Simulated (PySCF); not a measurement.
Molecule: SMILES c1(cccc(C)c1)Cl (C7H7Cl). Atoms near the plane z = 1.2 Å, at the GFN2-xTB optimised geometry (x, y, z in Å): C1 (-1.8, -1.9, 0.0), C2 (-1.0, -0.6, 0.0), C3 (-1.7, 0.6, 0.0), C4 (-1.0, 1.8, 0.0), C5 (0.4, 1.8, 0.0), C6 (1.1, 0.6, 0.0), Cl7 (2.8, 0.6, 0.0), C8 (0.4, -0.6, 0.0), H9 (-1.1, -2.7, 0.0), H11 (-2.4, -2.0, 0.9), H12 (-2.8, 0.6, 0.0), H13 (-1.5, 2.7, 0.0), H14 (0.9, 2.7, 0.0), H15 (0.9, -1.5, 0.0).

Method: CAM-B3LYP/def2-TZVP (PySCF). The values are rescaled to run from 0 to 1.

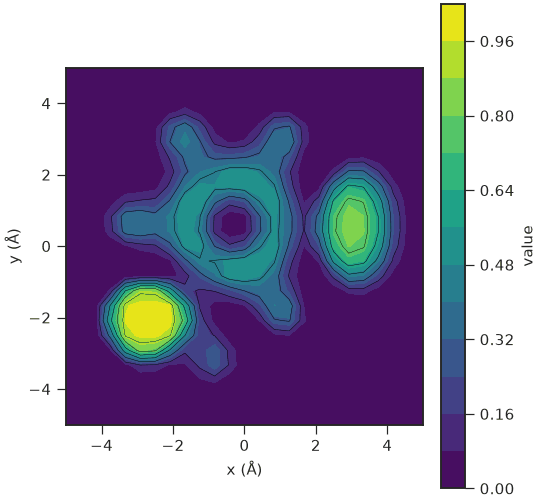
Figure. a field on the plane z = 1.2 Å.

### Question
Which quantity is mapped?
A) electrostatic potential
B) electron localisation function
C) Laplacian of the electron density
D) log10 of the electron density

### Answer
B, electron localisation function
